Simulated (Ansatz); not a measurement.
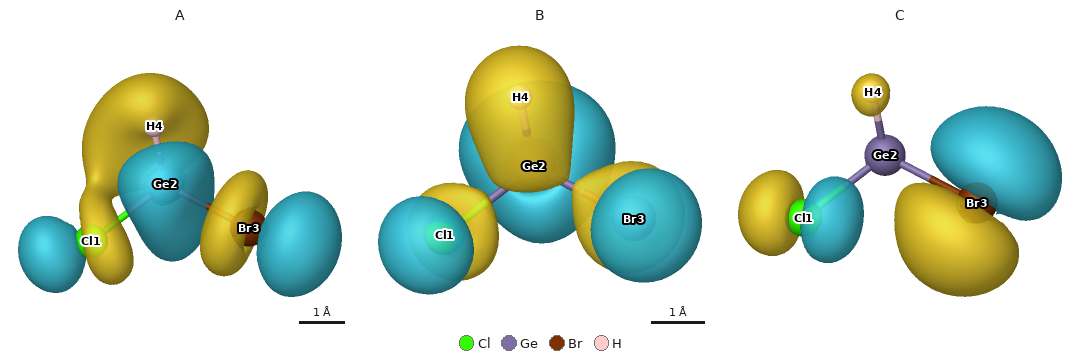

BrClGeH (SMILES [Cl][GeH][Br]) (doublet). Three frontier orbitals at ±0.08 Å⁻³ᐟ² (yellow and cyan are the two phases), in no order.

Geometry: PBE0-D4/def2-TZVP.

Level of theory: UKS PBE0-D4/def2-TZVPP in Ansatz 0.2.0.

Input file:

```
crystal:
  periodic: [false, false, false]
  atoms:
    - {symbol: Cl, position_ang: [-1.869042, 0.399916, -0.447475]}
    - {symbol: Ge, position_ang: [0.269995, 0.163018, -0.472865]}
    - {symbol: Br, position_ang: [0.799613, -1.886537, 0.442643]}
    - {symbol: H, position_ang: [0.855034, 1.263302, 0.457397]}
basis:
  gaussian: {orbitals: def2-TZVPP}
magnetization: {spin_polarized: true, initial_magnetization: 1}
hamiltonian: {xc: pbe0, dispersion: d4}
output: {orbitals: {seedname: orbitals}}
```

Launched as:

```sh
ansatz run in.yaml --threads 4 --pin off --events-out ev --progress --plain --max-ram 10444MiB
```

**Which picture is the HOMO−1, the HOMO and the LUMO? All are α orbitals.**

C is the HOMO−1 (α) (−8.80 eV). It lies mainly on Br3 (about 80 %) and Cl1 (about 10 %); largely a lone pair of Br3. B is the HOMO (α) (−7.02 eV). It lies mainly on Ge2 (about 55 %), Br3 (about 20 %), Cl1 (about 15 %) and H4 (about 10 %). A is the LUMO (α) (−0.92 eV). It lies mainly on Ge2 (about 50 %), Br3 (about 30 %), Cl1 (about 15 %) and H4 (about 5 %).

**What is the gap between the highest occupied and lowest empty α orbitals?**

6.10 eV between the orbital energies.
